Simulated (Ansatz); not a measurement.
# Geometry relaxation of GeH3SClO2 (part 2 of 2)

Continued. System: GeH3SClO2. Method: RKS BHLYP/def2-SVP (Ansatz 0.2.0). It belongs to a series of runs on one base structure; here: end point A relaxed.

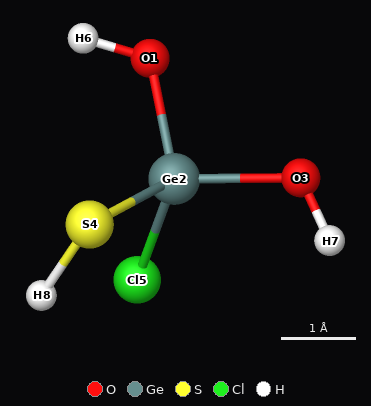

Fig. 1: The geometry at step 12 of the log (ball-and-stick view, seen at a tilt; atoms are numbered from 1 in the order of the input).

### Trajectory as extended XYZ, continued
```
8
Properties=species:S:1:pos:R:3:forces:R:3 step=8 energy=-84002.10853
O    -0.5243    1.3765    1.0530   -0.1379   0.0188  -0.0227
Ge    0.1659    0.1354    0.0474   -0.0035  -0.0351  -0.0223
O     1.8078    0.0472    0.6107    0.0232   0.0188  -0.0183
S    -0.8364   -1.8316    0.1827   -0.0854   0.0958  -0.1100
Cl    0.0987    0.7575   -2.0183   -0.0058  -0.0085   0.0223
H    -1.4693    1.5043    0.9632    0.1647  -0.0514   0.0269
H     2.4117   -0.4215    0.0371   -0.0396   0.0043   0.0271
H    -1.5622   -1.6249   -0.9318    0.0843  -0.0428   0.0970
8
Properties=species:S:1:pos:R:3:forces:R:3 step=9 energy=-84002.11843
O    -0.5128    1.4181    1.0362    0.0263  -0.0137   0.0025
Ge    0.1618    0.1619    0.0387   -0.0599   0.1010  -0.0691
O     1.8132    0.0836    0.5739   -0.0009  -0.0084   0.0003
S    -0.8948   -1.7689    0.2229   -0.0173  -0.0156  -0.0121
Cl    0.0689    0.7546   -2.0371    0.0060  -0.0436   0.0619
H    -1.4670    1.4643    1.0375    0.0209  -0.0155   0.0058
H     2.3738   -0.4993    0.0656    0.0049   0.0024   0.0082
H    -1.4511   -1.6712   -0.9936    0.0201  -0.0065   0.0025
8
Properties=species:S:1:pos:R:3:forces:R:3 step=10 energy=-84002.11864
O    -0.5093    1.4246    1.0369    0.0765  -0.0077  -0.0032
Ge    0.1621    0.1691    0.0373   -0.0757   0.0318  -0.0615
O     1.8119    0.0852    0.5763    0.0037  -0.0052  -0.0077
S    -0.8996   -1.7599    0.2162   -0.0046  -0.0587   0.0901
Cl    0.0682    0.7441   -2.0398    0.0176   0.0059   0.0130
H    -1.4627    1.4619    1.0507   -0.0412  -0.0096   0.0058
H     2.3730   -0.4974    0.0681    0.0009   0.0039   0.0089
H    -1.4516   -1.6846   -1.0017    0.0227   0.0396  -0.0453
8
Properties=species:S:1:pos:R:3:forces:R:3 step=11 energy=-84002.12130
O    -0.5025    1.4407    1.0333   -0.0040  -0.0041  -0.0044
Ge    0.1486    0.1746    0.0346    0.0028   0.0099   0.0080
O     1.8012    0.0816    0.5673   -0.0032  -0.0039  -0.0113
S    -0.9447   -1.7362    0.2371   -0.0030   0.0060   0.0016
Cl    0.0707    0.7355   -2.0460   -0.0017  -0.0050   0.0064
H    -1.4559    1.4582    1.0888    0.0081  -0.0048  -0.0004
H     2.3592   -0.5027    0.0578   -0.0025   0.0029   0.0052
H    -1.3847   -1.7086   -1.0288    0.0034  -0.0011  -0.0051
8
Properties=species:S:1:pos:R:3:forces:R:3 step=12 energy=-84002.12121 accepted=F
O    -0.4986    1.4497    1.0327   -0.0541  -0.0041   0.0038
Ge    0.1437    0.1789    0.0346    0.0085   0.0021   0.0233
O     1.7978    0.0815    0.5625    0.0076  -0.0178  -0.0226
S    -0.9683   -1.7208    0.2449   -0.0258   0.0109  -0.1114
Cl    0.0665    0.7306   -2.0477    0.0004   0.0003  -0.0058
H    -1.4516    1.4571    1.1069    0.0480   0.0005  -0.0070
H     2.3516   -0.5088    0.0549   -0.0105   0.0137   0.0135
H    -1.3491   -1.7251   -1.0446    0.0260  -0.0055   0.1062
8
Properties=species:S:1:pos:R:3:forces:R:3 step=13 energy=-84002.12146
O    -0.5008    1.4447    1.0337   -0.0085  -0.0018  -0.0010
Ge    0.1465    0.1770    0.0350    0.0032   0.0033   0.0106
O     1.8000    0.0820    0.5644    0.0006  -0.0067  -0.0112
S    -0.9559   -1.7283    0.2404   -0.0091   0.0035  -0.0239
Cl    0.0680    0.7326   -2.0465   -0.0002   0.0007  -0.0023
H    -1.4538    1.4576    1.0968    0.0084  -0.0016  -0.0014
H     2.3552   -0.5065    0.0567   -0.0031   0.0049   0.0063
H    -1.3671   -1.7163   -1.0365    0.0087  -0.0022   0.0229
8
Properties=species:S:1:pos:R:3:forces:R:3 step=14 energy=-84002.12149
O    -0.5001    1.4465    1.0343    0.0124  -0.0023  -0.0002
Ge    0.1449    0.1781    0.0352    0.0040   0.0036   0.0091
O     1.7989    0.0812    0.5626   -0.0135   0.0102   0.0043
S    -0.9621   -1.7243    0.2425   -0.0041   0.0041  -0.0173
Cl    0.0666    0.7335   -2.0464   -0.0007  -0.0014  -0.0017
H    -1.4525    1.4587    1.0999   -0.0138   0.0001  -0.0002
H     2.3523   -0.5088    0.0555    0.0128  -0.0116  -0.0079
H    -1.3560   -1.7220   -1.0395    0.0029  -0.0029   0.0140
8
Properties=species:S:1:pos:R:3:forces:R:3 step=15 energy=-84002.12151
O    -0.5000    1.4466    1.0350    0.0041  -0.0010   0.0010
Ge    0.1449    0.1785    0.0355    0.0018   0.0022   0.0038
O     1.7991    0.0814    0.5621   -0.0060   0.0031   0.0001
S    -0.9631   -1.7234    0.2424   -0.0020   0.0012  -0.0072
Cl    0.0660    0.7335   -2.0462   -0.0005  -0.0002  -0.0012
H    -1.4527    1.4593    1.0999   -0.0042  -0.0002  -0.0011
H     2.3521   -0.5097    0.0554    0.0051  -0.0041  -0.0019
H    -1.3544   -1.7232   -1.0400    0.0017  -0.0009   0.0065
```

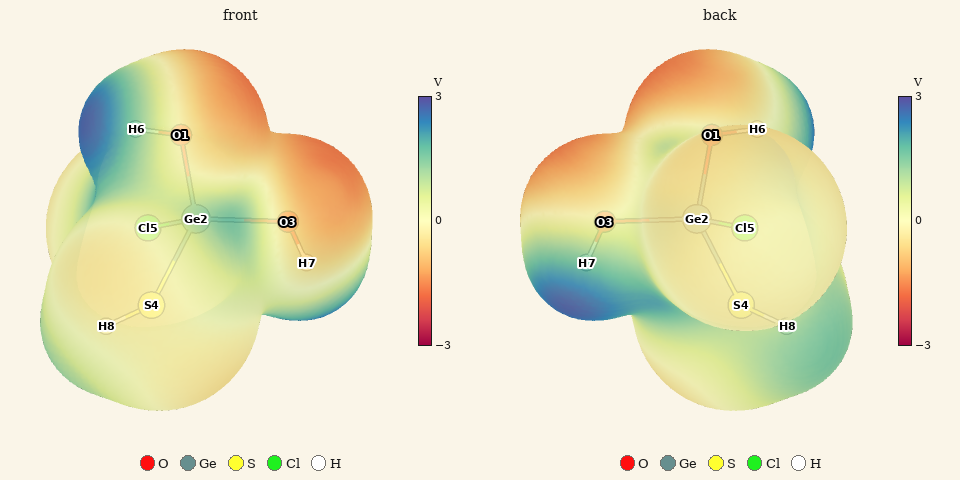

Fig. 2: The molecular electrostatic potential painted on the density surface at 0.002 e/bohr³, seen at a tilt and from behind; red is negative and blue positive. A positive charge is drawn to the negative regions and a negative charge to the positive ones.

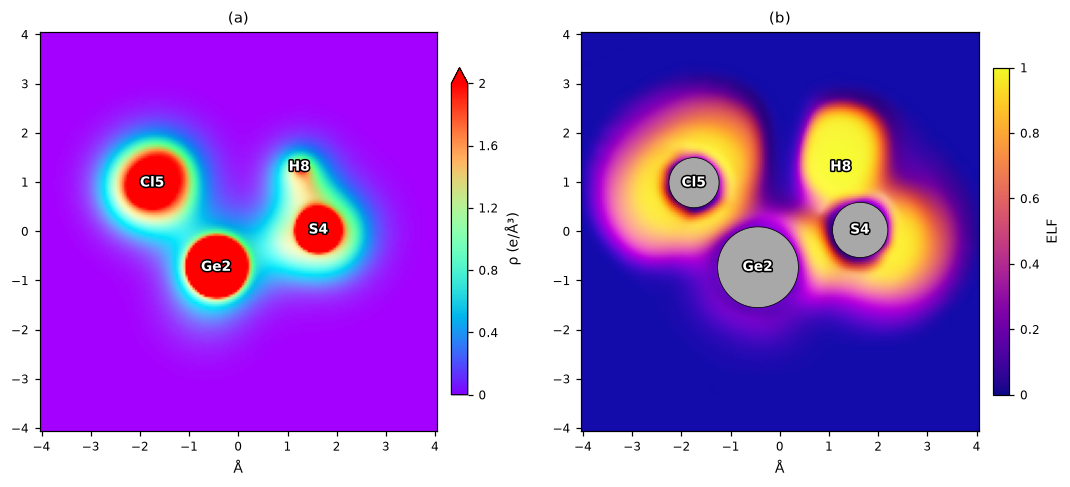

Fig. 3: (a) electron density; (b) electron localisation function on the plane of atoms S4, Ge2 and Cl5. Grey discs, where drawn, cover atomic cores. Atoms in the plane: Ge, S, Cl and H. Ge–Cl (2.16 Å): ρ is about 0.73 e/Å³ halfway; the ELF peaks at about 0.85 in the valence shell of Cl, 0.8 Å from its nucleus, and is about 0.65 at the midpoint. S–H (1.34 Å): ρ is about 1.4 e/Å³ halfway; the ELF climbs to about 1 towards the hydrogen, as it does in any bond to H.

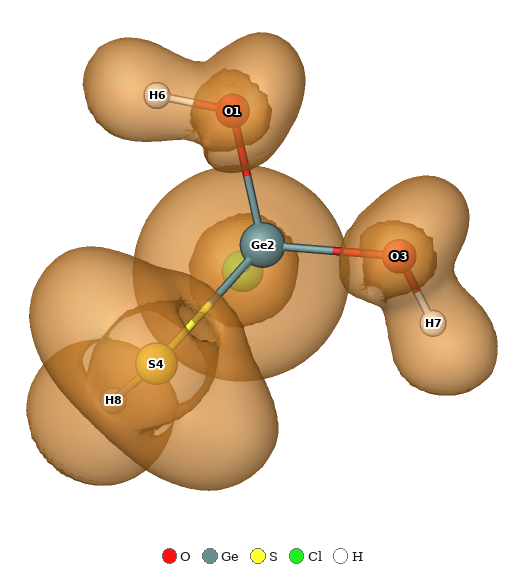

Fig. 4: Isosurface of the ELF at 0.75 (orange), seen at a tilt. Only the valence region is drawn (cores and ρ < 0.01 e/Å³ removed). Along the contacts the grid gives the following. Ge–O (1.74 Å): the ELF peaks at about 0.85 in the valence shell of O, 0.6 Å from its nucleus, and is about 0.30 at the midpoint. Ge–Cl (2.16 Å): the ELF peaks at about 0.85 in the valence shell of Cl, 0.8 Å from its nucleus, and is about 0.65 at the midpoint.

This output came from the following input.

### The input
```yaml
crystal:
  periodic: [false, false, false]
  atoms:
    - { symbol: O, position_ang: [-0.6602, 1.2221, 1.0794] }
    - { symbol: Ge, position_ang: [0.2415, 0.1683, 0.0229] }
    - { symbol: O, position_ang: [1.8905, 0.0785, 0.6225] }
    - { symbol: S, position_ang: [-0.5928, -1.8432, 0.0434] }
    - { symbol: Cl, position_ang: [0.2593, 0.926, -2.0209] }
    - { symbol: H, position_ang: [-1.6143, 1.2827, 0.6654] }
    - { symbol: H, position_ang: [2.4079, -0.5397, 0.0174] }
    - { symbol: H, position_ang: [-1.8399, -1.3517, -0.486] }
basis:
  gaussian: { orbitals: def2-SVP }
hamiltonian:
  xc: { name: BHLYP }
relax:
  f_tol: 0.015
  max_steps: 40
output:
  orbitals: {}
```

Run as:
```bash
ansatz run input.yaml --threads 2 --pin off --max-ram 3072MiB --backend cpu --events-out ev --progress --plain --runs-dir out
```

### Key numbers

| quantity | value |
| --- | --- |
| outcome | converged |
| total energy | −84002.1217 eV |
| mean-field energy | −84002.1217 eV |
| largest force (length of the vector) at the end | 0.008 eV/Å |
| hardware | 2 threads of Arm Neoverse V2, 24 GiB of memory available, shared host |
| wall time | 48 s (CPU time 94 s) |
| peak memory | 0.28 GiB |
